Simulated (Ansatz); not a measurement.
# How fast states decay through Na2AgBiF6

Wanted: the relaxed cell of Na2AgBiF6, its band edges and its decay constants. It is built by putting Na for Cs in the Cs2AgBiF6 structure of space group Fm-3m, with the volume rescaled by atomic radii. The parent structure comes from the Materials Project.

Program: Ansatz 0.2.0. Level of theory: PBE DFT, plane waves, PAW files, in the first sound run; inputs show where later runs differ. Results are calculated unless marked as measured.

The structure was built from a prototype and need not be the compound's stable phase.

## 1. Set-up

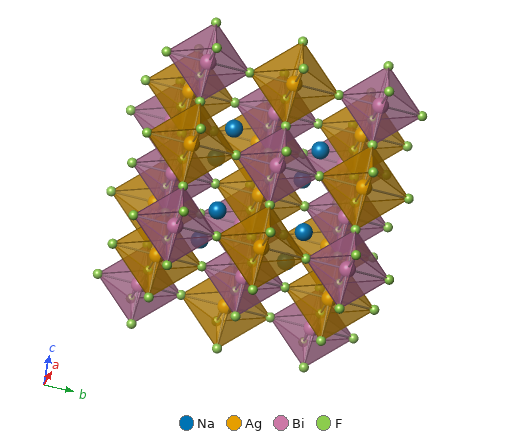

Start, viewed from a free direction; sodium blue, silver orange, bismuth pink, fluorine green. This picture shows the conventional cell, with its axes. Some periodic images of atoms are drawn too.

Coordinates:

```cif
data_structure
_symmetry_space_group_name_H-M 'P 1'
_symmetry_Int_Tables_number 1
_cell_length_a 5.9127
_cell_length_b 5.9127
_cell_length_c 5.9127
_cell_angle_alpha 60.000
_cell_angle_beta 60.000
_cell_angle_gamma 60.000
_cell_volume 146.17
loop_
_atom_site_label
_atom_site_type_symbol
_atom_site_fract_x
_atom_site_fract_y
_atom_site_fract_z
_atom_site_occupancy
Na1 Na 0.75000 0.75000 0.75000 1
Na2 Na 0.25000 0.25000 0.25000 1
Ag3 Ag 0.50000 0.50000 0.50000 1
Bi4 Bi 0.00000 0.00000 0.00000 1
F5 F 0.75873 0.24127 0.24127 1
F6 F 0.24127 0.24127 0.75873 1
F7 F 0.24127 0.75873 0.75873 1
F8 F 0.24127 0.75873 0.24127 1
F9 F 0.75873 0.24127 0.75873 1
F10 F 0.75873 0.75873 0.24127 1
```

## 2. Relaxing the new crystal

The substituted atoms don't fit the parent's cell, so cell and atoms relax together. A small smearing keeps the run stable in case the gap closes on the way.

Input file input.yaml:

```yaml
crystal:
  lattice:
    - [0.0, 4.1809192821, 4.1809192821]
    - [4.1809192821, 0.0, 4.1809192821]
    - [4.1809192821, 4.1809192821, 0.0]
  atoms:
    - { symbol: Na, position: [0.75, 0.75, 0.75] }
    - { symbol: Na, position: [0.25, 0.25, 0.25] }
    - { symbol: Ag, position: [0.5, 0.5, 0.5] }
    - { symbol: Bi, position: [0.0, 0.0, 0.0] }
    - { symbol: F, position: [0.75872864, 0.24127136, 0.24127136] }
    - { symbol: F, position: [0.24127136, 0.24127136, 0.75872864] }
    - { symbol: F, position: [0.24127136, 0.75872864, 0.75872864] }
    - { symbol: F, position: [0.24127136, 0.75872864, 0.24127136] }
    - { symbol: F, position: [0.75872864, 0.24127136, 0.75872864] }
    - { symbol: F, position: [0.75872864, 0.75872864, 0.24127136] }
kpoints:
  mp_grid: { grid: [4, 4, 4] }
scf:
  occupations: { method: gaussian, width: 0.03 }
hamiltonian:
  xc: pbe
output:
  forces: true
  stress: true
relax:
  f_tol: 0.02
  max_steps: 60
  cell: {}
```

Run with:

```console
$ ansatz run input.yaml --threads 2 --pin off --max-ram 4096MiB --backend cpu --events-out ev --progress --plain --runs-dir out
```

Numbers of over 12 decimals in the logs are rounded to 6 here.

Output:

```text
Engine: ansatz 0.2.0, x86_64-unknown-linux-gnu
Pseudopotentials: kind: paw
Pseudopotential: Na, paw, valence charge 9, recommended cutoff 420 eV (normal), Na.paw.azcp
Pseudopotential: Ag, paw, valence charge 19, recommended cutoff 420 eV (normal), Ag.paw.azcp
Pseudopotential: Bi, paw, valence charge 15, recommended cutoff 420 eV (normal), Bi.paw.azcp
Pseudopotential: F, paw, valence charge 7, recommended cutoff 420 eV (normal), F.paw.azcp
Functional definition: PBE
  parameter kappa = 0.804
  parameter beta = 0.066725
  exchange = pbe_x(kappa = kappa, mu = beta*pi^2/3)
  correlation = pbe_c(beta = beta)
Crystal: 10 atoms, lattice volume = 146.166 Å³
Basis set: ecut = 420 eV, 2837 PW (Γ), exchange–correlation on 80×80×80 points (8 copies of the dense FFT grid, shifted against one another)
Bands: 57, of which v1, the nominal top of the filled ones, is band 47 counted from 1 (46 counted from 0)
Symmetry: 48 space group operations
Space group: Fm-3m (ITA 225), of the structure as read, at distance tolerance 5.3e-5 Å
k-points: 8 of 64
Non-local potential: Na, projectors of the file, l = 0: 3, l = 1: 2, l = 2: 1
Non-local potential: Ag, projectors of the file, l = 0: 3, l = 1: 2, l = 2: 2, l = 3: 1
Non-local potential: Bi, projectors of the file, l = 0: 2, l = 1: 2, l = 2: 2, l = 3: 2
Non-local potential: F, projectors of the file, l = 0: 2, l = 1: 2, l = 2: 1
PAW form: soft (Blöchl's): semilocal exchange-correlation on the pseudo side does not see the compensation charge
PAW one-centre angular grid: Na, 110 points (default); XC on 64 Gauss nodes
PAW one-centre angular grid: Ag, 590 points (default); XC on 64 Gauss nodes
PAW one-centre angular grid: Bi, 590 points (default); XC on 64 Gauss nodes
PAW one-centre angular grid: F, 110 points (default); XC on 64 Gauss nodes
Initial density: superposition of atomic densities (neutral atoms: chi_scale 0, normalization atom), corrected by the library's trained network
Initial wavefunctions: pseudopotential atomic-orbital guess
Functional: x = pbe(κ = 0.804, μ = 0.219515), c = pbe(β = 0.066725)
SCF iter   1: F=—  HF=-27809.855002 eV  |F-HF|=—  |Δ(HF+E_count)|=         —  Δρ=4.10e-3  dr2=4.38e-2  ethr=1.77e-3  ⟨swp⟩=6.1  Hψ=1687  notcnv=0  defer=2
preconditioner: auto → Resta (q_TF=auto, 2.535 Å⁻¹)  ε∞=3.1  [insulator: Δε(μ)=1.020 eV  Ē_g=19.125 eV  σ=0.030 eV  W_gap=1.00  n_scr=50 (ndim 8)  ℏωp=27.8 eV  f_vac=0.222  D(μ)=0.00/eV (n_scr^D=0)  ε∞_Penn≈3.1]
SCF iter   2: F=—  HF=-27809.845949 eV  |F-HF|=—  |Δ(HF+E_count)|=   9.05e-3  Δρ=1.65e-3  dr2=5.28e-3  ethr=4.66e-5  ⟨swp⟩=2.4  Hψ=800  notcnv=0  defer=34
SCF iter   3: F=—  HF=-27809.844594 eV  |F-HF|=—  |Δ(HF+E_count)|=   1.35e-3  Δρ=6.74e-4  dr2=1.22e-3  ethr=5.62e-6  ⟨swp⟩=2.1  Hψ=684  notcnv=0  defer=34
SCF iter   4: F=—  HF=-27809.844348 eV  |F-HF|=—  |Δ(HF+E_count)|=   2.46e-4  Δρ=1.97e-4  dr2=7.26e-5  ethr=1.30e-6  ⟨swp⟩=2.0  Hψ=610  notcnv=0  defer=34
SCF iter   5: F=—  HF=-27809.844377 eV  |F-HF|=—  |Δ(HF+E_count)|=   2.90e-5  Δρ=1.09e-4  dr2=1.10e-5  ethr=7.73e-8  ⟨swp⟩=2.0  Hψ=798  notcnv=0  defer=34
SCF iter   6: F=—  HF=-27809.844376 eV  |F-HF|=—  |Δ(HF+E_count)|=   8.43e-7  Δρ=3.75e-5  dr2=1.57e-6  ethr=1.17e-8  ⟨swp⟩=2.2  Hψ=714  notcnv=0  defer=34
SCF iter   7: F=-27809.844376 eV  HF=-27809.844376 eV  |F-HF|=4.27e-8  |Δ(HF+E_count)|=   1.15e-7  Δρ=8.82e-6  dr2=8.23e-8  ethr=1.06e-10  ⟨swp⟩=3.5  Hψ=1836  notcnv=0
SCF 1 converged in 7 iterations: F = -27809.844376 eV  dr2 = 8.23e-8
  greatest PAW one-centre occupation: 1.000 electrons in one spin orbital (limit 2), on the Ag atom at site 2 (counted from 0), in its partial waves of l = 1
relax step   1: F+E_penalty+E_count = -27809.84437643 eV  Δ(F+E_penalty+E_count) = +0.000e0 eV  max|allowed force component| = 2.742e0 eV/Å  Δτ_max = 0.0000 Å  P = +30.960 GPa  Ω = 146.166 Å³  (7 SCF iters, dr2 threshold 1.00e-7 eV, accepted)
Crystal: 10 atoms, lattice volume = 168.708 Å³
Basis set: ecut = 420 eV, 3287 PW (Γ), exchange–correlation on 80×80×80 points (8 copies of the dense FFT grid, shifted against one another)
Initial density: handed on by an earlier stage of this run
Initial wavefunctions: those handed on with the density
iter 1 solved again at ethr=6.74e-4 eV; its pass at ethr=3.10e-3 eV (dr2=6.34e-1 eV) is discarded
SCF iter   1: F=—  HF=-27813.050846 eV  |F-HF|=—  |Δ(HF+E_count)|=         —  Δρ=1.68e-2  dr2=6.31e-1  ethr=6.74e-4  ⟨swp⟩=1.5  Hψ=2246  notcnv=0
preconditioner: auto → Resta (q_TF=auto, 2.475 Å⁻¹)  ε∞=3.1  [insulator: Δε(μ)=0.664 eV  Ē_g=17.963 eV  σ=0.030 eV  W_gap=1.00  n_scr=50 (ndim 8)  ℏωp=25.9 eV  f_vac=0.287  D(μ)=0.00/eV (n_scr^D=0)  ε∞_Penn≈3.1]
SCF iter   2: F=—  HF=-27812.862502 eV  |F-HF|=—  |Δ(HF+E_count)|=   1.88e-1  Δρ=8.63e-3  dr2=7.90e-2  ethr=6.71e-4  ⟨swp⟩=3.0  Hψ=903  notcnv=0
SCF iter   3: F=—  HF=-27812.835484 eV  |F-HF|=—  |Δ(HF+E_count)|=   2.70e-2  Δρ=3.52e-3  dr2=2.34e-2  ethr=8.41e-5  ⟨swp⟩=2.0  Hψ=924  notcnv=0  defer=36
SCF iter   4: F=—  HF=-27812.826358 eV  |F-HF|=—  |Δ(HF+E_count)|=   9.13e-3  Δρ=9.54e-4  dr2=1.45e-3  ethr=2.49e-5  ⟨swp⟩=2.0  Hψ=650  notcnv=0  defer=36
SCF iter   5: F=—  HF=-27812.826423 eV  |F-HF|=—  |Δ(HF+E_count)|=   6.46e-5  Δρ=6.00e-4  dr2=3.42e-4  ethr=1.54e-6  ⟨swp⟩=2.1  Hψ=702  notcnv=0  defer=36
SCF iter   6: F=—  HF=-27812.826249 eV  |F-HF|=—  |Δ(HF+E_count)|=   1.75e-4  Δρ=1.33e-4  dr2=2.61e-5  ethr=3.63e-7  ⟨swp⟩=2.0  Hψ=606  notcnv=0  defer=36
SCF iter   7: F=-27812.826272 eV  HF=-27812.826269 eV  |F-HF|=2.59e-6  |Δ(HF+E_count)|=   2.05e-5  Δρ=2.70e-5  dr2=9.65e-7  ethr=1.06e-9  ⟨swp⟩=3.9  Hψ=1840  notcnv=0
SCF 2 converged in 7 iterations: F = -27812.826272 eV  dr2 = 9.65e-7
relax step   2: F+E_penalty+E_count = -27812.82627167 eV  Δ(F+E_penalty+E_count) = -2.982e0 eV  max|allowed force component| = 1.287e-1 eV/Å  Δτ_max = 0.0496 Å  P = +8.865 GPa  Ω = 168.708 Å³  energy of the carried Pulay correction = -6.378e-2 eV  (7 SCF iters, dr2 threshold 1.00e-6 eV, accepted)
Crystal: 10 atoms, lattice volume = 181.230 Å³
Basis set: ecut = 420 eV, 3527 PW (Γ), exchange–correlation on 80×80×80 points (8 copies of the dense FFT grid, shifted against one another)
iter 1 solved again at ethr=1.29e-4 eV; its pass at ethr=3.10e-3 eV (dr2=1.21e-1 eV) is discarded
SCF iter   1: F=—  HF=-27813.242460 eV  |F-HF|=—  |Δ(HF+E_count)|=         —  Δρ=6.93e-3  dr2=1.19e-1  ethr=1.29e-4  ⟨swp⟩=1.4  Hψ=1998  notcnv=0
preconditioner: auto → Resta (q_TF=auto, 2.446 Å⁻¹)  ε∞=3.0  [insulator: Δε(μ)=1.327 eV  Ē_g=17.657 eV  σ=0.030 eV  W_gap=1.00  n_scr=58 (ndim 8)  ℏωp=25.0 eV  f_vac=0.303  D(μ)=0.00/eV (n_scr^D=0)  ε∞_Penn≈3.0]
[...]
SCF iter   6: F=—  HF=-27813.196371 eV  |F-HF|=—  |Δ(HF+E_count)|=   2.04e-5  Δρ=5.66e-5  dr2=5.11e-6  ethr=6.43e-8  ⟨swp⟩=2.1  Hψ=645  notcnv=0  defer=25
SCF iter   7: F=-27813.196377 eV  HF=-27813.196377 eV  |F-HF|=5.20e-7  |Δ(HF+E_count)|=   5.44e-6  Δρ=1.10e-5  dr2=1.57e-7  ethr=1.06e-9  ⟨swp⟩=4.0  Hψ=1556  notcnv=0
SCF 3 converged in 7 iterations: F = -27813.196377 eV  dr2 = 1.57e-7
relax step   3: F+E_penalty+E_count = -27813.19637720 eV  Δ(F+E_penalty+E_count) = -3.701e-1 eV  max|allowed force component| = 6.715e-2 eV/Å  Δτ_max = 0.0079 Å  P = +1.714 GPa  Ω = 181.230 Å³  energy of the carried Pulay correction = -9.545e-2 eV  (7 SCF iters, dr2 threshold 1.00e-6 eV, accepted)
[... from here on, the SCF cycles and remarks between the steps are left out ...]
relax step   4: F+E_penalty+E_count = -27813.20938864 eV  Δ(F+E_penalty+E_count) = -1.301e-2 eV  max|allowed force component| = 4.673e-2 eV/Å  Δτ_max = 0.0061 Å  P = +0.046 GPa  Ω = 184.775 Å³  energy of the carried Pulay correction = -1.040e-1 eV  (6 SCF iters, dr2 threshold 1.00e-6 eV, accepted)
relax step   5: F+E_penalty+E_count = -27813.20921080 eV  Δ(F+E_penalty+E_count) = +1.778e-4 eV  max|allowed force component| = 1.466e-2 eV/Å  Δτ_max = 0.0021 Å  P = -0.023 GPa  Ω = 185.029 Å³  energy of the carried Pulay correction = -1.046e-1 eV  (5 SCF iters, dr2 threshold 1.37e-7 eV, accepted)
relax step   6: F+E_penalty+E_count = -27813.68417265 eV  Δ(F+E_penalty+E_count) = -4.750e-1 eV  max|allowed force component| = 1.858e-3 eV/Å  Δτ_max = 0.0000 Å  P = +3.772 GPa  Ω = 185.029 Å³  stress off target by 3.77e0 GPa  SCF on the basis re-selected at this cell (its energy is not comparable with the rows above)  (8 SCF iters)
relax step   7: F+E_penalty+E_count = -27813.78918500 eV  Δ(F+E_penalty+E_count) = -1.050e-1 eV  max|allowed force component| = 1.687e-2 eV/Å  Δτ_max = 0.0132 Å  P = +1.547 GPa  Ω = 193.102 Å³  energy of the carried Pulay correction = -2.602e-2 eV  (7 SCF iters, dr2 threshold 1.00e-6 eV, accepted)
relax step   8: F+E_penalty+E_count = -27813.75749780 eV  Δ(F+E_penalty+E_count) = +3.169e-2 eV  max|allowed force component| = 4.389e-2 eV/Å  Δτ_max = 0.0138 Å  P = -0.850 GPa  Ω = 203.933 Å³  energy of the carried Pulay correction = -7.854e-2 eV  (7 SCF iters, dr2 threshold 1.00e-6 eV, accepted)
relax step   9: F+E_penalty+E_count = -27813.78890945 eV  Δ(F+E_penalty+E_count) = -3.141e-2 eV  max|allowed force component| = 5.951e-4 eV/Å  Δτ_max = 0.0036 Å  P = -0.050 GPa  Ω = 200.133 Å³  energy of the carried Pulay correction = -5.742e-2 eV  (6 SCF iters, dr2 threshold 1.00e-6 eV, accepted)
relax step  10: F+E_penalty+E_count = -27813.85271698 eV  Δ(F+E_penalty+E_count) = -6.381e-2 eV  max|allowed force component| = 1.684e-4 eV/Å  Δτ_max = 0.0000 Å  P = +0.082 GPa  Ω = 200.133 Å³  stress off target by 8.25e-2 GPa  SCF on the basis re-selected at this cell (its energy is not comparable with the rows above)  (8 SCF iters)
relax step  11: F+E_penalty+E_count = -27813.85180175 eV  Δ(F+E_penalty+E_count) = +9.152e-4 eV  max|allowed force component| = 4.713e-4 eV/Å  Δτ_max = 0.0006 Å  P = -0.000 GPa  Ω = 200.555 Å³  energy of the carried Pulay correction = -1.024e-3 eV  (6 SCF iters, dr2 threshold 1.70e-8 eV, accepted)
iter 1 solved again at ethr=3.62e-7 eV; its pass at ethr=3.10e-3 eV (dr2=3.41e-4 eV) is discarded
SCF iter   1: F=—  HF=-27813.849061 eV  |F-HF|=—  |Δ(HF+E_count)|=         —  Δρ=1.47e-4  dr2=1.02e-6  ethr=3.62e-7  ⟨swp⟩=3.5  Hψ=2857  notcnv=0
preconditioner: auto → Resta (q_TF=auto, 2.405 Å⁻¹)  ε∞=2.9  [insulator: Δε(μ)=1.967 eV  Ē_g=17.228 eV  σ=0.030 eV  W_gap=1.00  n_scr=58 (ndim 8)  ℏωp=23.7 eV  f_vac=0.330  D(μ)=0.00/eV (n_scr^D=0)  ε∞_Penn≈2.9]
SCF iter   2: F=—  HF=-27813.851682 eV  |F-HF|=—  |Δ(HF+E_count)|=   2.62e-3  Δρ=7.44e-5  dr2=3.33e-7  ethr=1.09e-9  ⟨swp⟩=2.0  Hψ=824  notcnv=0
SCF iter   3: F=—  HF=-27813.852412 eV  |F-HF|=—  |Δ(HF+E_count)|=   7.30e-4  Δρ=2.58e-5  dr2=5.63e-8  ethr=3.54e-10  ⟨swp⟩=2.0  Hψ=812  notcnv=0
SCF iter   4: F=—  HF=-27813.852506 eV  |F-HF|=—  |Δ(HF+E_count)|=   9.42e-5  Δρ=1.64e-6  dr2=3.55e-9  ethr=5.99e-11  ⟨swp⟩=2.0  Hψ=823  notcnv=0
SCF iter   5: F=—  HF=-27813.852506 eV  |F-HF|=—  |Δ(HF+E_count)|=   2.39e-8  Δρ=4.35e-7  dr2=4.46e-10  ethr=3.78e-12  ⟨swp⟩=2.1  Hψ=743  notcnv=0
SCF iter   6: F=-27813.852506 eV  HF=-27813.852506 eV  |F-HF|=9.46e-11  |Δ(HF+E_count)|=   2.40e-9  Δρ=1.29e-7  dr2=4.95e-11  ethr=1.00e-12  ⟨swp⟩=4.8  Hψ=1559  notcnv=0
SCF 12 converged in 6 iterations: F = -27813.852506 eV  dr2 = 4.95e-11
relax step  12: F+E_penalty+E_count = -27813.85250594 eV  Δ(F+E_penalty+E_count) = -7.042e-4 eV  max|allowed force component| = 4.467e-4 eV/Å  Δτ_max = 0.0000 Å  P = +0.002 GPa  Ω = 200.555 Å³  stress off target by 1.67e-3 GPa  SCF on the basis re-selected at this cell (its energy is not comparable with the rows above)  (6 SCF iters)
basis re-selected at this cell: Δ(F+E_penalty+E_count) = -7.042e-4 eV, ΔP = +0.002 GPa vs the last step (what re-selecting the basis moved, of the pressure what is left beyond the Pulay correction that the steps carried, after the strain that the cell walked since its last selection, with what the two solves' SCF thresholds leave and, on support functions, any second-order correction that the steps lacked; it is no m [...]
SCF converged after 6 iterations
Free energy (F): -27813.852506 eV
Harris-Foulkes:  -27813.852506 eV  (|F-HF|=9.46e-11)
Internal energy: -27813.852506 eV  (E = F + TS)
E sigma→0 (E₀):  -27813.852506 eV
Fermi energy:    4.815914 eV
--- Per-component energies (eV) ---
  E_band       = -1329.371356
  E_kinetic    = 2306.133455
  E_local      = -12284.979959  (includes V_loc(G=0)·N_el)
  E_nonlocal   = 1320.234129
  E_hartree    = 4799.807509
  E_xc         = -892.342020
  E_vxc        = -1091.285099  (∫ρ·V_xc dr)
  E_paw        = -16297.235702  (= ΣΔE_a)
  E_vpaw       = -1179.101158  (= ΣTr[D̂ρ^β])
  E_aug_tail   = 0.012580  (compensation charges beyond the density's cutoff)
  E_ewald      = -6765.482499
  E_smearing   = -0.000000  (= −TS)
  E_closure    = 0.000000  (closes the sum)
  Σ components = -27813.852506   (vs F -27813.852506, Δ=0.00e0)
--- Forces (eV/Å), atoms counted from 1 ---
  atom   1  Na    -0.00000000    -0.00000000    -0.00000000
  atom   2  Na     0.00000000     0.00000000     0.00000000
  atom   3  Ag     0.00000000    -0.00000000    -0.00000000
  atom   4  Bi    -0.00000000     0.00000000     0.00000000
  atom   5  F     -0.00044674     0.00000000    -0.00000000
  atom   6  F      0.00000000     0.00000000    -0.00044674
  atom   7  F      0.00044674     0.00000000     0.00000000
  atom   8  F      0.00000000    -0.00044674     0.00000000
  atom   9  F     -0.00000000     0.00044674    -0.00000000
  atom  10  F      0.00000000    -0.00000000     0.00044674
  max |Σ_I F_I| component: 6.22e-18 eV/Å
--- Stress (GPa, compression-positive) ---
        0.001673       0.000000      -0.000000
       -0.000000       0.001673      -0.000000
       -0.000000      -0.000000       0.001673
  P = ⅓ Tr σ = 0.0017 GPa (0.017 kbar)
--- Relaxed structure (9 steps of the walk, 9 accepted, 3 SCFs on fresh bases) ---
  F+E_penalty+E_count = -27813.85250594 eV   max|allowed force component| = 4.467e-4 eV/Å   (the final SCF, on the basis selected at the relaxed cell)
  cell:  # Å, volume = 200.5545 Å³
    - [0, 4.645875, 4.645875]
    - [4.645875, 0, 4.645875]
    - [4.645875, 4.645875, 0]
  atoms:
    - { symbol: Na, position: [0.75, 0.75, 0.75] }
    - { symbol: Na, position: [0.25, 0.25, 0.25] }
    - { symbol: Ag, position: [0.5, 0.5, 0.5] }
    - { symbol: Bi, position: [7.286933564414596e-19, 3.8120257436617284e-19, -3.967618631158123e-19] }
    - { symbol: F, position: [0.757589, 0.242411, 0.242411] }
    - { symbol: F, position: [0.242411, 0.242411, 0.757589] }
    - { symbol: F, position: [0.242411, 0.757589, 0.757589] }
    - { symbol: F, position: [0.242411, 0.757589, 0.242411] }
    - { symbol: F, position: [0.757589, 0.242411, 0.757589] }
    - { symbol: F, position: [0.757589, 0.757589, 0.242411] }
```

It took 25 s on 2 threads of Intel Xeon Platinum 8488C (Sapphire Rapids), shared host; peak memory 0.6 GiB; 46 s of CPU time.

Relaxation path:

| step | energy less that of the first step (eV) | largest force component (eV/Å) | pressure (GPa) | volume (Å³) |
| --- | --- | --- | --- | --- |
| 1 | 0.0000 | 2.7422 | 30.96 | 146.17 |
| 2 | -2.9819 | 0.1287 | 8.87 | 168.71 |
| 3 | -3.3520 | 0.0671 | 1.71 | 181.23 |
| 4 | -3.3650 | 0.0467 | 0.05 | 184.77 |
| 5 | -3.3648 | 0.0147 | -0.02 | 185.03 |
| 6* | -3.8398 | 0.0019 | 3.77 | 185.03 |
| 7 | -3.9448 | 0.0169 | 1.55 | 193.10 |
| 8 | -3.9131 | 0.0439 | -0.85 | 203.93 |
| 9 | -3.9445 | 0.0006 | -0.05 | 200.13 |
| 10* | -4.0083 | 0.0002 | 0.08 | 200.13 |
| 11 | -4.0074 | 0.0005 | 0.00 | 200.55 |
| 12* | -4.0081 | 0.0004 | 0.00 | 200.55 |

Relaxation steps marked * repeat the geometry before them on a plane-wave basis chosen anew for their cell, so energy and pressure can jump there.

The run keeps the 48 symmetry operations that it works with, so distortions that break them were not tested.

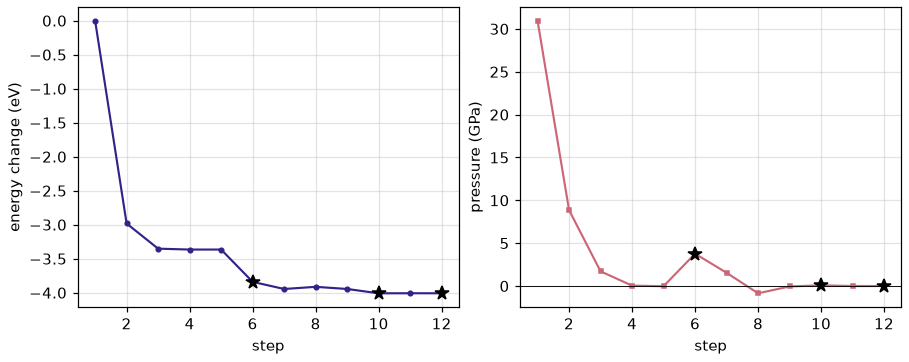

Energy and pressure along the relaxation. Stars mark steps on a basis chosen anew.

| conventional cell, symmetrised | before | after | change |
| --- | --- | --- | --- |
| a (Å) | 8.362 | 9.292 | +11.1 % |
| b (Å) | 8.362 | 9.292 | +11.1 % |
| c (Å) | 8.362 | 9.292 | +11.1 % |
| volume (Å³/atom) | 14.62 | 20.06 | +37.2 % |

The atoms that moved most (Å, as changes of fractional coordinates times the final cell):

| atom | dx | dy | dz | length |
| --- | --- | --- | --- | --- |
| F7 | -0.011 | 0.000 | 0.000 | 0.011 |
| F9 | 0.000 | -0.011 | 0.000 | 0.011 |
| F5 | 0.011 | 0.000 | 0.000 | 0.011 |
| F6 | 0.000 | 0.000 | 0.011 | 0.011 |
| F8 | 0.000 | 0.011 | 0.000 | 0.011 |
| F10 | 0.000 | 0.000 | -0.011 | 0.011 |

Numbers from this step:

| Item | Value |
| --- | --- |
| free energy | -27813.8525 eV |
| Fermi energy | 4.816 eV |
| pressure | 0.001673 GPa |

The largest force component on a free atom ends at 4.5e-4 eV/Å.

[end of part 1 of 3]

[Logs are printed without paths, hosts, clocks, repeated set-up lines and the standing remarks that a program may print on its own settings, such as how far it seeks lower states.]

[Hosts, paths, dates, database ids (printed as entryN), source tags and the programs' standing remarks are cut or masked in the printed files.]
